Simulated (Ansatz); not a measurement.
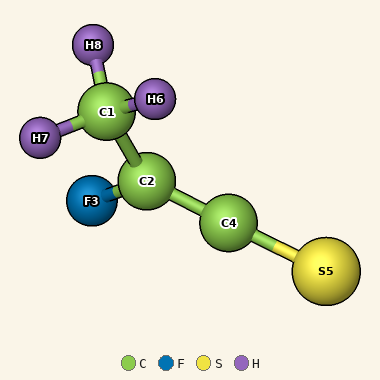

The system is C₃H₃FS (SMILES CC(F)=C=S) with the probe H2O; the picture shows it without the atoms that are moved over the map. The probe is moved over a plane parallel to the molecule's main plane, 2.98 Å above it. First axis: x of the probe's H atom. Second axis: y of the probe's H atom. Nothing is relaxed (molecule and probe rigid, the probe upright with H nearest the plane). The grid has 15 × 15 points. Points are written as (first, second). Energies are in kJ/mol, from the lowest grid point. Method: RHF/def2-SVPD (Ansatz).

Range: x of the probe's H atom from −3.57 to 3.57 Å; y of the probe's H atom from −3.57 to 3.57 Å.

### What landscape does the calculation give?

The lowest grid point is at (2.55 Å, 0.00 Å). A higher local minimum lies near (−1.02 Å, 2.04 Å) (2.5 kJ/mol above the lowest at that grid point). The highest grid point, (−2.55 Å, −1.02 Å), lies 11.3 kJ/mol above the lowest. On the interpolated surface the easiest way out of the lowest well to the well at about (−1.16 Å, 1.96 Å) passes a barrier of about 2.9 kJ/mol, counted from the interpolated bottom of the well. Near the minimum the curvatures are about 0.037 and 0.05 eV/Å² along the soft and the stiff direction.

```csv
"y of the probe's H atom ↓, x of the probe's H atom →",−3.57,−3.06,−2.55,−2.04,−1.53,−1.02,−0.51,0.00,0.51,1.02,1.53,2.04,2.55,3.06,3.57
3.57,5.2,4.9,4.7,4.5,4.3,4.4,4.5,4.8,5.1,5.4,5.8,6.0,6.3,6.5,6.7
3.06,5.0,4.6,4.2,3.9,3.6,3.6,3.8,4.2,4.6,5.0,5.3,5.7,6.0,6.3,6.5
2.55,4.9,4.4,3.8,3.3,3.0,2.9,3.2,3.6,4.1,4.5,4.8,5.2,5.5,5.9,6.3
2.04,5.0,4.4,3.7,3.0,2.6,2.5,2.8,3.2,3.6,4.0,4.2,4.5,4.8,5.3,5.8
1.53,5.3,4.7,4.0,3.3,2.8,2.7,2.7,2.9,3.1,3.3,3.4,3.5,3.8,4.4,5.1
1.02,6.0,5.5,4.9,4.2,3.7,3.4,3.0,2.7,2.5,2.4,2.3,2.2,2.4,3.1,4.1
0.51,6.8,6.7,6.3,5.8,5.2,4.4,3.4,2.4,1.9,1.5,1.2,0.8,0.9,1.7,3.2
0.00,7.8,8.1,8.2,7.9,7.0,5.6,3.9,2.5,1.6,1.1,0.6,0.1,0.0,0.9,2.6
−0.51,8.7,9.5,10.2,9.9,8.7,6.8,4.8,3.1,2.1,1.5,1.0,0.4,0.3,1.2,2.8
−1.02,9.3,10.4,11.3,11.1,9.7,7.6,5.7,4.2,3.3,2.6,2.1,1.7,1.7,2.4,3.6
−1.53,9.5,10.5,11.3,11.0,9.7,8.0,6.5,5.4,4.6,4.0,3.5,3.2,3.3,3.8,4.6
−2.04,9.3,9.9,10.3,10.0,9.1,8.0,7.0,6.2,5.6,5.0,4.6,4.5,4.6,4.9,5.5
−2.55,8.9,9.2,9.3,9.0,8.4,7.8,7.2,6.7,6.2,5.8,5.5,5.4,5.5,5.7,6.0
−3.06,8.6,8.6,8.6,8.4,8.1,7.7,7.3,7.0,6.6,6.3,6.1,6.0,6.1,6.2,6.4
−3.57,8.3,8.3,8.2,8.0,7.9,7.6,7.4,7.1,6.8,6.6,6.5,6.4,6.4,6.5,6.6
```

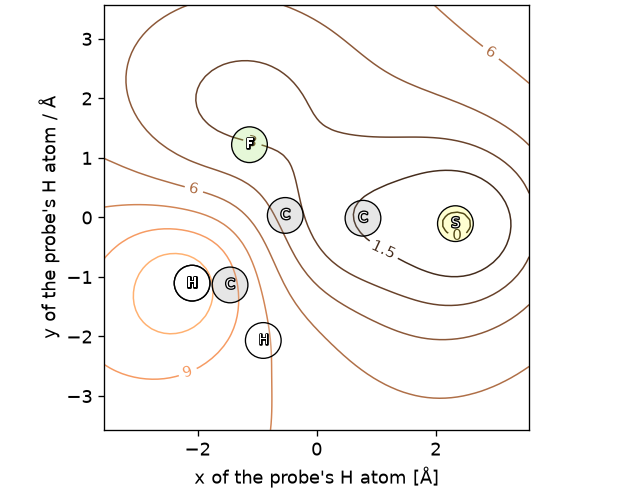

In the figure: contour lines labelled in kJ/mol, labelled circles for the molecule's atoms, projected on the plane. Between grid points the surface is interpolated.

The whole map (225 points run) took 49 min on 1 thread of Arm Neoverse N1 (shared host).
